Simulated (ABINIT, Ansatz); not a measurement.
# SnSe2 (P-3m1): G0W0 with ABINIT, start to end

Aim: the G0W0 gap of SnSe2 (P-3m1) on PBE, step by step.

Calculated with ABINIT 10.8.3; PBE and many-body steps on it, plane waves.

**What was measured.**

- Gap 1.21 ± 0.04 eV: quasiparticle gap from STS band edges on large flat area; scanning tunneling spectroscopy, log dI/dV edge fit; 77.6 K; bulk crystal (n-type SnSe2 region of partially converted crystal) (“Lateral heterostructures formed by thermally converting n-type SnSe2 to p-type SnSe”, 2018, arxiv:1804.01202).

- Gap 1 eV: indirect gap from optical absorption (approximate); optical absorption; bulk crystal (quoted in “Lateral heterostructures formed by thermally converting n-type SnSe2 to p-type SnSe”, 2018, arxiv:1804.01202).

- Gap 1.207 eV: direct band-edge excitonic transition; piezoreflectance; 300 K; bulk crystal (CVT-grown single crystal) (“Temperature Dependent Excitonic Transition Energy and Enhanced Electron-Phonon Coupling in Layered Ternary SnS2-xSex Semiconductors with Fully Tunable Stoichiometry”, 2021, pmc:8069899).

### Step 1. Starting point

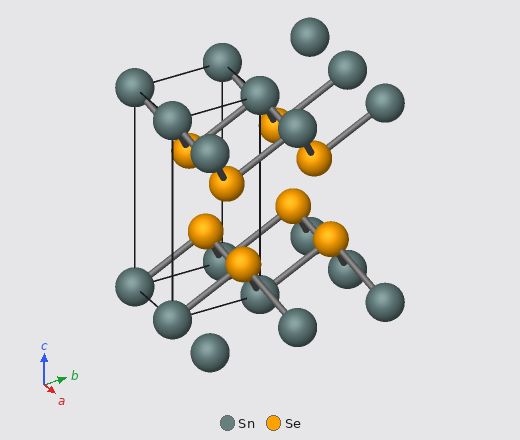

Start, viewed slightly off an axis; tin teal, selenium orange. 2×2×1 cells are drawn. Bonds to atoms that aren't drawn are left out. Some periodic images of atoms are drawn too.

Coordinates:

```cif
data_structure
_symmetry_space_group_name_H-M 'P 1'
_symmetry_Int_Tables_number 1
_cell_length_a 3.8110
_cell_length_b 3.8110
_cell_length_c 6.1360
_cell_angle_alpha 90.000
_cell_angle_beta 90.000
_cell_angle_gamma 120.000
_cell_volume 77.18
loop_
_atom_site_label
_atom_site_type_symbol
_atom_site_fract_x
_atom_site_fract_y
_atom_site_fract_z
_atom_site_occupancy
Sn1 Sn 0.00000 0.00000 0.00000 1
Se2 Se 0.33333 0.66667 0.24900 1
Se3 Se 0.66667 0.33333 0.75100 1
```

The cell and positions come from the Crystallography Open Database and are kept as given unless a step says otherwise.

### Step 2. Ground state

This step: ABINIT 10.8.3; DFT, PBE, plane waves, norm-conserving pseudopotentials.

The ground-state density comes first.

File run.abi:

```
acell 3*1.0 Angstrom
rprim 
  3.810999999987 0.000000000003 0.000000000000
  -1.905499999996 3.300422813810 0.000000000000
  0.000000000000 0.000000000000 6.136000000000
ntypat 2
znucl 50 34
natom 3
typat 1 2 2
xred 
  0.000000000000 0.000000000000 0.000000000000
  0.333333333333 0.666666666667 0.249000000000
  0.666666666667 0.333333333333 0.751000000000
pp_dirpath "pseudos"
pseudos "Sn.upf, Se.upf"
ecut 48
ngkpt 6 6 4
nshiftk 1
shiftk 0 0 0
kptopt 1
chksymbreak 0
nband 40
occopt 1
tolvrs 1e-08
nstep 60
prtwf 0
optforces 0
optstress 0
indata_prefix "in"
outdata_prefix "out"
tmpdata_prefix "tmp"
```

Started as:

```bash
$ OMP_NUM_THREADS=1 mpirun -n 8 abinit run.abi > log
```

Numbers of over 12 decimals in the logs are rounded to 6 here.

The log of the run:

```text
.Version 10.8.3 of ABINIT. v10.8.2 released Aug 2026.

 Symmetries : space group P-3 m 1 (#164); Bravais hP (primitive hexag.)
================================================================================
 Values of the parameters that define the memory need of the present run
     intxc =       0    ionmov =       0      iscf =       7    lmnmax =       6
     lnmax =       6     mgfft =      75  mpssoang =       3    mqgrid =    3617
     natom =       3  nloc_mem =       1    nspden =       1   nspinor =       1
    nsppol =       1      nsym =      12    n1xccc =    2501    ntypat =       2
    occopt =       1   xclevel =       2
-    mband =          40        mffmem =           1         mkmem =           3
       mpw =        8310          nfft =      172800          nkpt =          24
================================================================================
  Rough estimation (10% accuracy) of disk space for files :
================================================================================

--------------------------------------------------------------------------------
------------- Echo of variables that govern the present computation ------------
--------------------------------------------------------------------------------
 -outvars: echo values of preprocessed input variables --------
            acell      1.8897261259E+00  1.8897261259E+00  1.8897261259E+00 Bohr

      chksymbreak           0
             ecut      4.80000000E+01 Hartree
-          fftalg         312

              ixc     -101130
              kpt      0.00000000E+00  0.00000000E+00  0.00000000E+00
                       1.66666667E-01  0.00000000E+00  0.00000000E+00
                       3.33333333E-01  0.00000000E+00  0.00000000E+00
                       5.00000000E-01  0.00000000E+00  0.00000000E+00
                       1.66666667E-01  1.66666667E-01  0.00000000E+00
                       3.33333333E-01  1.66666667E-01  0.00000000E+00
                       3.33333333E-01  3.33333333E-01  0.00000000E+00
                       0.00000000E+00  0.00000000E+00  2.50000000E-01
                       1.66666667E-01  0.00000000E+00  2.50000000E-01
   [... 13 further rows ...]
                       3.33333333E-01  1.66666667E-01  5.00000000E-01
                       3.33333333E-01  3.33333333E-01  5.00000000E-01
         kptrlatt        6    0    0      0    6    0      0    0    4
          kptrlen      4.32104776E+01
P           mkmem           3
            natom           3
            nband          40
            ngfft          48      48      75
             nkpt          24
            nstep          60
             nsym          12
           ntypat           2
              occ      2.000000  2.000000  2.000000  2.000000  2.000000  2.000000
                       2.000000  2.000000  2.000000  2.000000  2.000000  2.000000
                       2.000000  2.000000  2.000000  2.000000  2.000000  2.000000
                       2.000000  2.000000  2.000000  2.000000  2.000000  2.000000
                       2.000000  2.000000  2.000000  2.000000  2.000000  2.000000
                       2.000000  2.000000  2.000000  2.000000  2.000000  0.000000
                       0.000000  0.000000  0.000000  0.000000
        optforces           0
        optstress           0
            prtwf           0
            rprim      3.8110000000E+00  3.0000000000E-12  0.0000000000E+00
[...]
spgroup         164

           tolvrs      1.00000000E-08

             xred      0.0000000000E+00  0.0000000000E+00  0.0000000000E+00
[...]
znucl       50.00000   34.00000

================================================================================

 chkinp: Checking input parameters for consistency.

================================================================================
== DATASET  1 ==================================================================
-   mpi_nproc: 8, omp_nthreads: 1 (-1 if OMP is not activated)

--- !DatasetInfo
iteration_state: {dtset: 1, }
dimensions: {natom: 3, nkpt: 24, mband: 40, nsppol: 1, nspinor: 1, nspden: 1, mpw: 8310, }
cutoff_energies: {ecut:  48.0, pawecutdg:  -1.0, }
electrons: {nelect:   7.00000000E+01, charge:   0.00000000E+00, occopt:   1.00000000E+00, tsmear:   1.00000000E-02, }

 Real(R)+Recip(G) space primitive vectors, cartesian coordinates (Bohr,Bohr^-1):
 R(1)=  7.2017463  0.0000000  0.0000000  G(1)=  0.1388552  0.0801681  0.0000000
 R(2)= -3.6008731  6.2368952  0.0000000  G(2)=  0.0000000  0.1603362  0.0000000
 R(3)=  0.0000000  0.0000000 11.5953595  G(3)=  0.0000000  0.0000000  0.0862414
 Unit cell volume ucvol=  5.2082339E+02 bohr^3
 Angles (23,13,12)=  9.00000000E+01  9.00000000E+01  1.20000000E+02 degrees

 getcut: wavevector=  0.0000  0.0000  0.0000  ngfft=  48  48  75
         ecut(hartree)=     48.000   => boxcut(ratio)=   2.04626

--- Pseudopotential description ------------------------------------------------
- Sn Generated using ONCVPSP code by D. R. Hamann
- 50.00000  22.00000  171031                  znucl, zion, pspdat
12 -101130 2 -1 1628                          pspcod,pspxc,lmax,lloc,mmax
     nproj     2     2     2
  pspatm : epsatm=   27.31087254
         --- l  ekb(1:nproj) -->
[...]
pspatm: atomic psp has been read  and splines computed

- Se Generated using ONCVPSP code by D. R. Hamann
- 34.00000  24.00000  171031                  znucl, zion, pspdat
12 -101130 2 -1 1214                          pspcod,pspxc,lmax,lloc,mmax
     nproj     2     2     2
  pspatm : epsatm=   25.39064422
         --- l  ekb(1:nproj) -->
[...]
pspatm: atomic psp has been read  and splines computed

   5.46645127E+03                                ecore*ucvol(ha*bohr**3)
--------------------------------------------------------------------------------

_setup2: Arith. and geom. avg. npw (full set) are    8271.965    8271.953

================================================================================

--- !BeginCycle
iteration_state: {dtset: 1, }
solver: {iscf: 7, nstep: 60, nline: 4, wfoptalg: 0, }
tolerances: {tolvrs: 1.00E-08, }

     iter   Etot(hartree)      deltaE(h)  residm     vres2
 ETOT  1  -894.16323327138    -8.942E+02 1.191E+00 2.258E+02
 ETOT  2  -898.11411757450    -3.951E+00 2.113E-02 1.369E+02
 ETOT  3  -898.12522907450    -1.111E-02 1.248E-02 3.899E+01
 ETOT  4  -898.12694945592    -1.720E-03 2.601E-02 1.056E+01
 ETOT  5  -898.12801655194    -1.067E-03 7.958E-04 6.610E-01
 ETOT  6  -898.12806439652    -4.784E-05 5.887E-05 1.458E-02
 ETOT  7  -898.12806559767    -1.201E-06 1.000E-04 4.229E-04
 ETOT  8  -898.12806563533    -3.766E-08 3.236E-05 7.305E-05
 ETOT  9  -898.12806564093    -5.601E-09 6.002E-05 1.368E-06
 ETOT 10  -898.12806564113    -1.916E-10 1.932E-05 4.205E-08
 ETOT 11  -898.12806564108     4.479E-11 3.580E-05 3.842E-09

 At SCF step   11       vres2   =  3.84E-09 < tolvrs=  1.00E-08 =>converged.

--- !ResultsGS
iteration_state: {dtset: 1, }
comment   : Summary of ground state results
lattice_vectors:
- [  7.2017463,   0.0000000,   0.0000000, ]
- [ -3.6008731,   6.2368952,   0.0000000, ]
- [  0.0000000,   0.0000000,  11.5953595, ]
lattice_lengths: [   7.20175,    7.20175,   11.59536, ]
lattice_angles: [ 90.000,  90.000, 120.000, ] # degrees, (23, 13, 12)
lattice_volume:   5.2082339E+02
convergence: {deltae:  4.479E-11, res2:  3.842E-09, residm:  3.580E-05, diffor:  0.000E+00, }
etotal    :  -8.98128066E+02
entropy   :   0.00000000E+00
fermie    :   2.07145495E-01
cartesian_stress_tensor: null
pressure_GPa: null
xred      :
- [  0.0000E+00,   0.0000E+00,   0.0000E+00, Sn]
- [  3.3333E-01,   6.6667E-01,   2.4900E-01, Se]
- [  6.6667E-01,   3.3333E-01,   7.5100E-01, Se]
cartesian_forces: null
force_length_stats: {min: null, max: null, mean: null, }

 Integrated electronic density in atomic spheres:
 ------------------------------------------------
 Atom  Sphere_radius  Integrated_density
[...]
2        2.00000         21.25035261
    3        2.00000         21.25035261
================================================================================

 ----iterations are completed or convergence reached----

 Mean square residual over all n,k,spin=   44.019E-09; max=  35.801E-06
 reduced coordinates (array xred) for    3 atoms
       0.000000000000      0.000000000000      0.000000000000
       0.333333333333      0.666666666667      0.249000000000
       0.666666666667      0.333333333333      0.751000000000
 rms dE/dt=  0.0000E+00; max dE/dt=  0.0000E+00; dE/dt below (all hartree)
    1       0.000000000000      0.000000000000      0.000000000000
    2       0.000000000000      0.000000000000      0.000000000000
    3       0.000000000000      0.000000000000      0.000000000000

 cartesian coordinates (angstrom) at end:
    1      0.000000     0.000000     0.000000
    2     -1.67e-12     2.200282     1.527864
    3      1.905500     1.100141     4.608136
 length scales=  1.889726125908  1.889726125908  1.889726125908 bohr
              =  1.000000000000  1.000000000000  1.000000000000 angstroms
 prteigrs : about to open file out_EIG
 Fermi (or HOMO) energy (hartree) =   0.20715   Average Vxc (hartree)=  -0.36803
 Eigenvalues (hartree) for nkpt=  24  k points:
 kpt#   1, nband= 40, wtk=  0.00694, kpt=  0.0000  0.0000  0.0000 (reduced coord)
  -7.40558   -7.40558   -5.18192   -5.18192   -5.18192   -5.18192   -5.18019   -5.18018
  -4.54362   -2.91858   -2.91858   -2.91848   -1.51382   -1.51382   -1.51381   -1.51381
  -1.51224   -1.51224   -1.51222   -1.51222   -1.51167   -1.51167   -0.57512   -0.57512
  -0.57379   -0.57323   -0.57323   -0.30713   -0.24185   -0.01565    0.18187    0.18187
   0.19291    0.19291    0.20715    0.24756    0.31615    0.37814    0.37814    0.50655
 prteigrs : prtvol=0 or 1, do not print more k-points.

--- !EnergyTerms
iteration_state     : {dtset: 1, }
comment             : Components of total free energy in Hartree
kinetic             :  3.69681863524365E+02
hartree             :  3.69199359582189E+02
xc                  : -8.47663695483912E+01
Ewald energy        : -3.93006523174324E+02
psp_core            :  1.04957867612685E+01
local_psp           : -9.90501337790154E+02
non_local_psp       : -1.79230844996034E+02
total_energy        : -8.98128065641081E+02
total_energy_eV     : -2.44393096925152E+04
band_energy         : -1.54133043762427E+02

== END DATASET(S) ==============================================================
================================================================================

 -outvars: echo values of variables after computation  --------
           etotal     -8.9812806564E+02
            nband          40
             nkpt          24
          spgroup         164
 [... the other variables as echoed above ...]

 Calculation completed.
```

It took 46 s on 8 MPI ranks of Arm Neoverse V1, shared host; peak memory 0.88 GiB; 6.2 min of CPU time.

Numbers from this step:

```
total energy               : -24439.3097 eV
gap                        : 0.8191 eV
k of the valence top       : 0, 0, 0
k of the conduction bottom : 0.5, 0, 0.25
least direct gap           : 1.100 eV
```

The gap is indirect, with the least direct gap 0.28 eV higher.

[end of part 1 of 3]

[Paths, hosts, dates, memory and timing lines, banners, echoed tables and standing remarks are left out of the program output.]

[Logs are printed without paths, hosts, clocks, repeated set-up lines and the standing remarks that a program may print on its own settings, such as how far it seeks lower states.]

[Runs of the session that timed out or met a known fault of the program may be left out.]

[Hosts, paths, dates, database ids (printed as entryN), source tags and the programs' standing remarks are cut or masked in the printed files.]

[G0W0 gaps are taken among the corrected bands and points alone; a level outside them can change the order at an edge.]

[Where Ansatz stands beside ABINIT at settings called matched, ABINIT's density can come from a denser mesh and the files from another edition; pairs whose starting gaps differed by over 0.03 eV were left out, so agreement reads better than it is.]
